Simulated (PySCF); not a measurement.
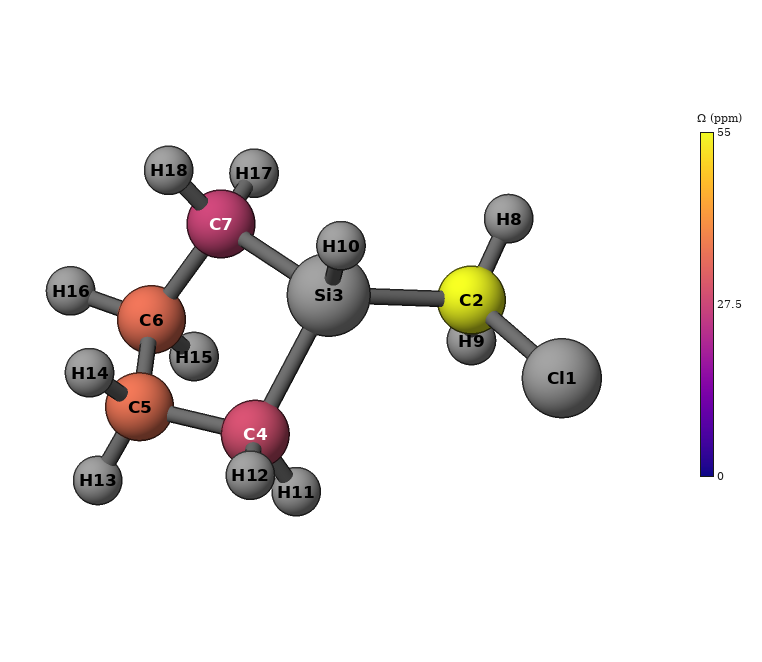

The C atoms are coloured by the span of their shielding tensor. Computed geometry: GFN2-xTB optimisation. No frequency run is at hand to confirm it as a minimum. Level of theory: GIAO PBE0/pcSseg-1 NMR shielding, non-relativistic, gas phase (PySCF 2.14.0). Principal shieldings σ11 ≤ σ22 ≤ σ33, span Ω = σ33 − σ11, skew κ = 3(σiso − σ22)/Ω.

Question: Which C atom has the most anisotropic shielding?

Answer: C2, with a span of 55 ppm.

Give the shielding tensors of the C atoms.

```csv
atom,σ11,σ22,σ33,σiso,Ω,κ
C2,133.6,143.0,188.5,155.0,55.0,0.66
C4,161.4,167.9,190.8,173.4,29.4,0.56
C5,135.9,158.9,171.9,155.6,36.0,−0.28
C6,135.6,159.2,171.2,155.3,35.6,−0.33
C7,162.2,171.2,189.6,174.3,27.4,0.34
```

Shieldings and span in ppm.

The geometry is semi-empirical. Around Si such bond lengths and angles can be off by a tenth of an ångström or more and by several degrees, and values that hang on the shape move with them.
